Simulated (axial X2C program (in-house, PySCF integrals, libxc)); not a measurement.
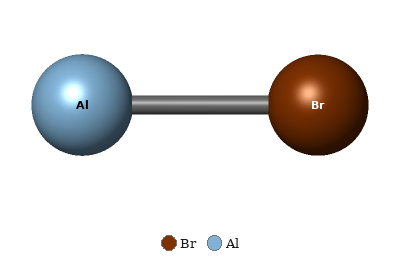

The molecule at the reference distance of 2.482 Å.

**Run report: BrAl⁻, relativistic diatomic calculation**

System: BrAl⁻, single determinant with Ω = 1/2.
Method: PBE0, two-component X2C with atomic mean-field Coulomb and Gaunt terms, Br dyall-acv3z, Al dyall-av3z (cores contracted) (axial X2C program (in-house, PySCF integrals, libxc)).

## Log
```
two-component X2C + atomic mean field  PBE0
basis functions 183  fitting functions 982  grid points 5079
iter        total energy     max residual
   1      -2847.957118565     1.36e-05
   2      -2847.957118569     1.58e-05
   3      -2847.957118574     2.02e-06
   4      -2847.957118574     9.64e-07
converged
one-electron -4162.17368875  Coulomb 1329.57939881  exact exchange -27.34661054  xc functional -84.00390228  nuclear repulsion 97.00871514  atomic mean-field constant -1.02103095
```

## The points of the curve

```
R (Å)   E (hartree)  dipole (D; origin at the first atom, positive when the second is positive)  highest filled (eV)  lowest empty (eV)
2.159  −2847.942048                                                                       −9.90                 1.13               2.02
2.259  −2847.951053                                                                       −9.48                 1.10               2.06
2.333  −2847.954765                                                                       −9.16                 1.07               2.08
2.408  −2847.956630                                                                       −8.83                 1.03               2.08
2.482  −2847.957119                                                                       −8.50                 0.98               2.08
2.569  −2847.956448                                                                       −8.13                 0.91               2.06
2.656  −2847.954865                                                                       −7.76                 0.84               2.04
2.767  −2847.951946                                                                       −7.31                 0.75               1.99
2.904  −2847.947685                                                                       −6.79                 0.62               1.92
3.103  −2847.941043                                                                       −6.10                 0.43               1.80
```

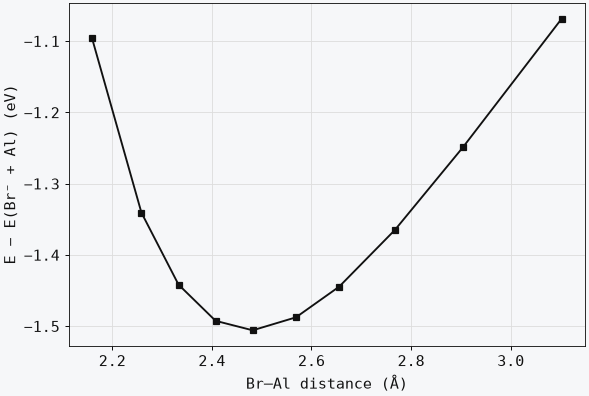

Energy at 10 bond lengths, for one set of occupations held fixed; the line joins the points. A polynomial of degree 6 through 9 points gives rₑ = 2.478 Å, ωₑ = 258.7 cm⁻¹, ωₑxₑ = 1.5 cm⁻¹ and Bₑ = 0.1366 cm⁻¹. The minimum lies 1.51 eV below Br⁻ + Al, each computed as one determinant at the same level.

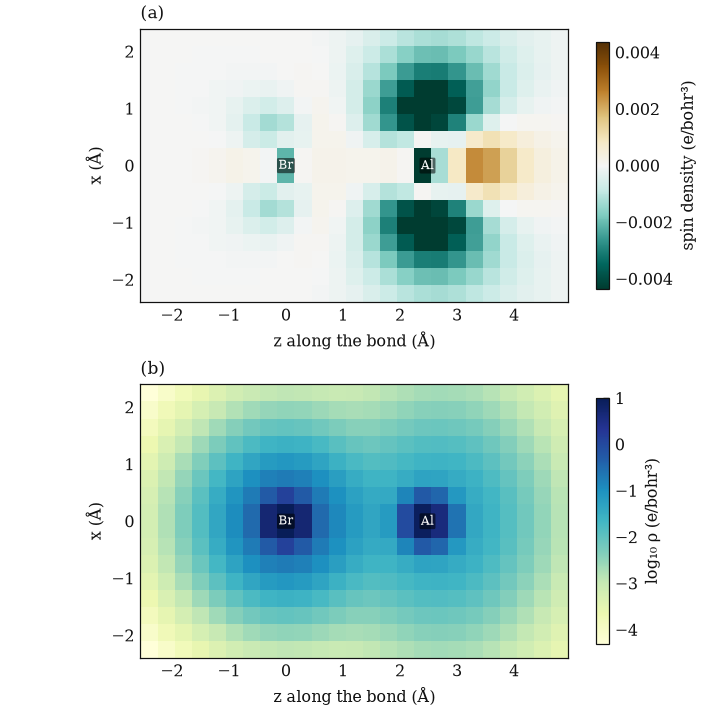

(a) spin density; (b) electron density on a logarithmic scale, in a plane that holds the axis, at 2.48 Å, on points 0.3 Å apart (one half computed, the other mirrored); the structure near the nuclei is finer than these points.

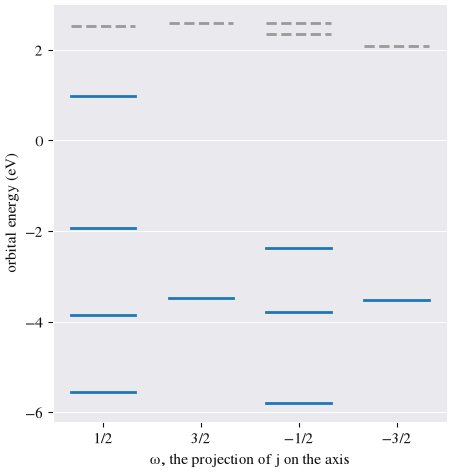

Orbital energies near the frontier at 2.48 Å, filled (solid) and empty (dashed). The highest filled spinor (1/2; 82 % Al p, 6 % Br d) lies at 0.98 eV, the lowest empty one (−3/2; 89 % Al p, 3 % Br p) at 2.08 eV. A filled level above zero is held only by the finite basis .

## Input file
```
{"zs": [35, 13], "q": -1, "bas": ["dyall-acv3z", "dyall-av3z"], "levels": ["PBE0", "HF", "PBE50"], "cc": true, "r0": 2.4, "thr": -2.0, "nmax": 90, "npts": 10, "nst": 2, "ntry": 6}
```

The line is the task of a batch: nuclear charges, charge, bases, the levels to run, a first guess of the distance and further settings. This report covers PBE0 with spin-orbit coupling. The log is that of the reference distance 2.482 Å, started from orbitals converged before.

Launched within a batch (the task file carries these settings):
```bash
python <driver script> task.json out
```

## Key numbers

| quantity | value |
| --- | --- |
| outcome | converged; a filled level lies above zero |
| bond length rₑ | 2.478 Å |
| ωₑ | 258.7 cm⁻¹ |
| energy at the minimum | −2847.95712 hartree |
| depth below the fragments | 1.51 eV |
| hardware | 1 thread of Arm Neoverse V2, 24 GiB of memory available, shared host |
| wall time | 4.7 s |

## Remarks

The highest filled level (PBE0, up to 1.13 eV) lies above zero. That is common for anions, where the functional's self-interaction leaves the outer electrons unbound; only the finite basis holds them, so such levels depend on it.
